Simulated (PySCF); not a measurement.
# [NO2]+ (SMILES O=[N+]=O): levels of theory compared

We compute a comparison of 6 runs (HF/STO-3G, B3LYP/6-31G*, B3LYP/def2-TZVPPD, revPBE/def2-TZVPPD, SCS-MP2/def2-TZVPPD, CCSD(T)/def2-TZVPPD) of [NO2]+. Input form: a Python script.

The calculation is run with PySCF 2.14.0.

1 further run of the same task is left out (set aside as unsound or not needed). Runs told in other sessions of the task aren't counted.

### 1 Starting point

[NO2]+ has 3 atoms, charge +1, and is taken as a singlet. As SMILES, `O=[N+]=O`. The coordinates come from a GFN2-xTB relaxation.

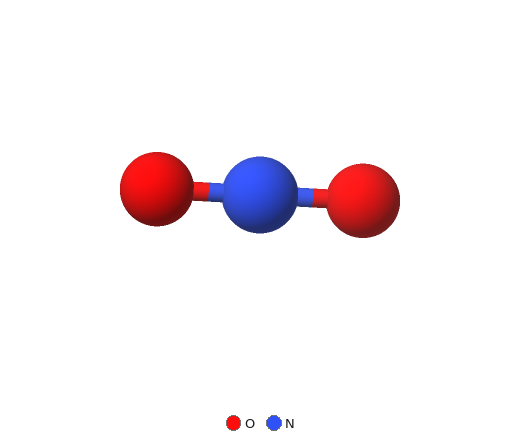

The structure, seen from a chosen angle (oxygen red, nitrogen blue).

### 2 The energy at HF/STO-3G (run 1)

Contents of input.py:

```python
from pyscf import gto

mol = gto.Mole()
mol.atom = '''
O     -1.064294     1.721900    -0.389284
N     -0.000019    -0.000019     0.000000
O      1.064313    -1.721881     0.389284
'''
mol.max_memory = 1860
mol.verbose = 3
mol.basis = 'sto-3g'
mol.charge = 1
mol.unit = 'bohr'
mol.build()

hf = mol.RHF()
hf.conv_tol = 1e-10
hf.kernel()
if not hf.converged:
    hf = hf.newton().run(hf.mo_coeff, hf.mo_occ)

e_tot = hf.e_tot
print('Final energy', e_tot)
```

Launch:

```console
$ OMP_NUM_THREADS=1 python input.py
```

Output:

```text
converged SCF energy = -200.903141427026
Final energy -200.90314142702567
```

Wall time 0.6 s (1 thread of Arm Neoverse V2, shared host); peak memory 0.12 GiB.

### 3 A single-point energy at B3LYP/6-31G(d) (spherical functions) (run 2)

Contents of job.py:

```python
# nitryl ion
from pyscf import gto, dft

mol = gto.Mole()
mol.atom = '''
O   -0.563200   0.911190  -0.206000
N   -0.000010  -0.000010   0.000000
O    0.563210  -0.911180   0.206000
'''
mol.charge = 1
mol.max_memory = 1860
mol.verbose = 3
mol.spin = 0
mol.basis = '6-31g*'
mol.build()

mf = dft.RKS(mol, xc='b3lyp')
mf.conv_tol = 1e-10
mf.grids.level = 5
mf.kernel()
if not mf.converged:
    mf = mf.newton().run(mf.mo_coeff, mf.mo_occ)

e_final = mf.e_tot
print('E = %.10f Eh' % e_final)
```

Launch:

```console
$ OMP_NUM_THREADS=1 python job.py
```

Output:

```text
converged SCF energy = -204.701418709936
E = -204.7014187099 Eh
```

It took 3.3 s on 1 thread of Arm Neoverse V2, shared host; peak memory 0.25 GiB.

### 4 The energy at B3LYP/def2-TZVPPD (run 3)

Contents of input.py:

```python
from pyscf import gto, dft

mol = gto.Mole()
mol.atom = [
    ('O', (-0.563200, 0.911190, -0.206000)),
    ('N', (-0.000010, -0.000010, -0.000000)),
    ('O', (0.563210, -0.911180, 0.206000)),
]
mol.max_memory = 1860
mol.verbose = 4
mol.basis = 'def2-tzvppd'
mol.spin = 0
mol.charge = 1
mol.build()

mf = dft.RKS(mol)
mf.xc = 'b3lyp'
mf.grids.level = 5
mf.conv_tol = 1e-10
mf.kernel()
if not mf.converged:
    mf = mf.newton().run(mf.mo_coeff, mf.mo_occ)

e_tot = mf.e_tot
print('E(%s) = %.9f' % ('B3LYP', e_tot))
```

Launch:

```console
$ OMP_NUM_THREADS=1 python input.py
```

Output:

```text
PySCF version 2.14.0

[INPUT] num. atoms = 3
[INPUT] num. electrons = 22
[INPUT] charge = 1
[INPUT] spin (= nelec alpha-beta = 2S) = 0
[INPUT] symmetry False subgroup None
[INPUT] Mole.unit = angstrom
[INPUT] Symbol           X                Y                Z      unit          X                Y                Z       unit  Magmom
[INPUT]  1 O     -0.563200000000   0.911190000000  -0.206000000000 AA   -1.064293753355   1.721899547442  -0.389283581660 Bohr   0.0
[INPUT]  2 N     -0.000010000000  -0.000010000000   0.000000000000 AA   -0.000018897261  -0.000018897261   0.000000000000 Bohr   0.0
[INPUT]  3 O      0.563210000000  -0.911180000000   0.206000000000 AA    1.064312650616  -1.721880650181   0.389283581660 Bohr   0.0

[... 60 lines left out ...]
converged SCF energy = -204.806402226165
E(B3LYP) = -204.806402226
```

Run time: 11 s. Hardware: 1 thread of Arm Neoverse V2, shared host; peak memory 0.61 GiB.

Runs 4 to 5 aren't shown in full; the table further down has their settings and results.

### 5 The energy at CCSD(T)/def2-TZVPPD (run 6)

Contents of run.py:

```python
from pyscf import gto, cc

molecule = gto.M(
    atom=[
    ('O', (-0.563200, 0.911190, -0.206000)),
    ('N', (-0.000010, -0.000010, -0.000000)),
    ('O', (0.563210, -0.911180, 0.206000)),
],
    verbose=3,
    charge=1,
    basis='def2-tzvppd',
    max_memory=1860,
)

myscf = molecule.RHF()
myscf.conv_tol = 1e-10
myscf.kernel()
if not myscf.converged:
    myscf = myscf.newton().run(myscf.mo_coeff, myscf.mo_occ)

mycc = cc.CCSD(myscf, frozen=3)
mycc.kernel()
e_t = mycc.ccsd_t()
energy = mycc.e_tot + e_t
print('Final energy', energy)
```

Launch:

```console
$ OMP_NUM_THREADS=1 python run.py
```

Output:

```text
converged SCF energy = -203.782058857256
E(CCSD) = -204.4267243509821  E_corr = -0.6446654937261233
CCSD(T) correction = -0.0367401774111652
Final energy -204.4634645283933
```

Run time: 67 s. Hardware: 1 thread of Arm Neoverse V2, shared host; peak memory 1.7 GiB.

### 6 Overview of the runs

```
run                               level  integration grid  frozen core orbitals  energy (Eh)  HOMO energy (eV)  LUMO energy (eV)  HOMO–LUMO gap (eV)  wall time
  1                           HF/STO-3G                 –                     –  -200.903141            -24.00             -5.70               18.30      0.6 s
  2  B3LYP/6-31G* (spherical functions)                 5                     –  -204.701419            -21.00            -10.82               10.18      3.3 s
  3                   B3LYP/def2-TZVPPD                 5                     –  -204.806402            -20.96            -10.78               10.18       11 s
  4                  revPBE/def2-TZVPPD                 5                     –  -204.780402            -19.51            -11.49                8.02       11 s
  5                 SCS-MP2/def2-TZVPPD                 –                     3  -204.430684            -25.22             -5.62               19.60      3.3 s
  6                 CCSD(T)/def2-TZVPPD                 –                     3  -204.463465            -25.22             -5.62               19.60       67 s
```

### 7 Results

| quantity | value |
| --- | --- |
| run 6: total energy | -204.46346 Eh |
| run 6: HOMO energy (Hartree–Fock orbitals) | -25.22 eV |
| run 6: LUMO energy (Hartree–Fock orbitals) | -5.62 eV |
| run 6: HOMO–LUMO gap (Hartree–Fock orbitals) | 19.60 eV |
| run 6: correlation energy (3 core orbitals frozen) | -681.4 mEh |
| run 6: (T) correction | -36.74 mEh |
| run 6: T1 diagnostic | 0.019 |

Over runs 1, 2, 3, 4 the HOMO–LUMO gap runs from 8.02 eV (revPBE/def2-TZVPPD) to 18.30 eV (HF/STO-3G). The two ends differ in method and basis. Totals of different functionals can't be ranked against each other. In run 1 the basis is minimal, so the values are rough. All runs together took 96 s, the longest 67 s.
